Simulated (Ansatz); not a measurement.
# CH2NaO: the cost of one run

The runs use Ansatz 0.2.0, Gaussian basis; single points in def2-TZVPP.

Cores are frozen in the correlated methods. The outer core shell of Li, Na, Mg and K is correlated. Orbitals are unrestricted.

### Step 1. Where the work starts

5 atoms, charge 0, spin multiplicity 2.

Atoms are counted from 1 here; the program's logs count them from 0.

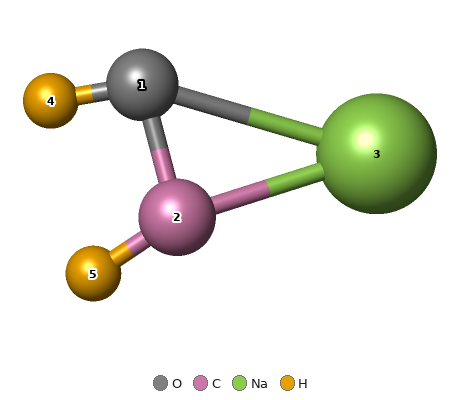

Start geometry, drawn with oxygen grey, carbon pink, sodium green, hydrogen amber; atoms are numbered from 1 in the order of the file.

As a file:

```xyz
5
charge 0, multiplicity 2
O     0.0007   -0.3251    0.8267
C     0.3564    0.2067   -0.5092
Na   -0.9767    2.0367    0.0381
H     0.2870   -1.2647    0.6267
H     0.5424   -0.6663   -1.1814
```

### Step 2. PBE-D4/def2-TZVPP

Input file run/in.yaml:

```yaml
crystal:
  periodic: [false, false, false]
  atoms:
    - {symbol: O, position_ang: [0.000717, -0.325120, 0.826715]}
    - {symbol: C, position_ang: [0.356397, 0.206729, -0.509248]}
    - {symbol: Na, position_ang: [-0.976703, 2.036719, 0.038090]}
    - {symbol: H, position_ang: [0.286983, -1.264712, 0.626704]}
    - {symbol: H, position_ang: [0.542385, -0.666252, -1.181420]}
basis:
  gaussian: {orbitals: def2-TZVPP}
magnetization: {spin_polarized: true, initial_magnetization: 1}
hamiltonian: {xc: pbe, dispersion: d4}
output: {forces: true}
```

Launch:

```bash
> ansatz run in.yaml --threads 2 --pin off --events-out ev --progress --plain --max-ram 3481MiB
```

What time and memory should one allow on 2 threads of Arm Neoverse V2, shared host?

About 2.9 s, with a peak of 0.21 GiB.
